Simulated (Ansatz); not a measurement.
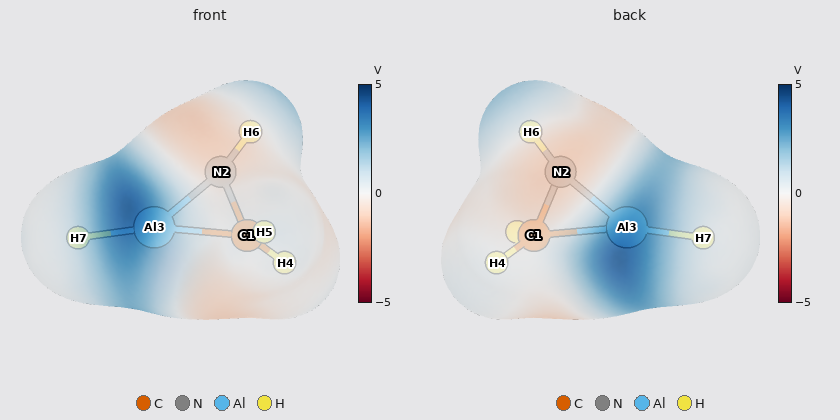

CH4AlN. The electrostatic potential painted on the density surface at 0.004 e/bohr³, seen from the front and from behind; red is negative and blue positive.

All numbers below come from RKS B3LYP/def2-SVP (Ansatz).

```xyz
7

C    -0.5832   -0.0241   -0.6189
N    -0.1257    0.5152    0.7141
Al    1.1048   -0.5755    0.1636
H    -1.4900   -0.6539   -0.5975
H    -0.6536    0.7139   -1.4374
H    -0.6874    1.1787    1.2346
H     2.4964   -1.2222    0.4958
```

### Which sites attract a positive test charge, and which a negative one?

A positive charge is drawn to the negative regions and a negative charge to the positive ones. The most negative region (about −1.1 V) lies over N2, the most positive (about +4.1 V) over Al3. N2 is the likeliest acceptor of a hydrogen bond.
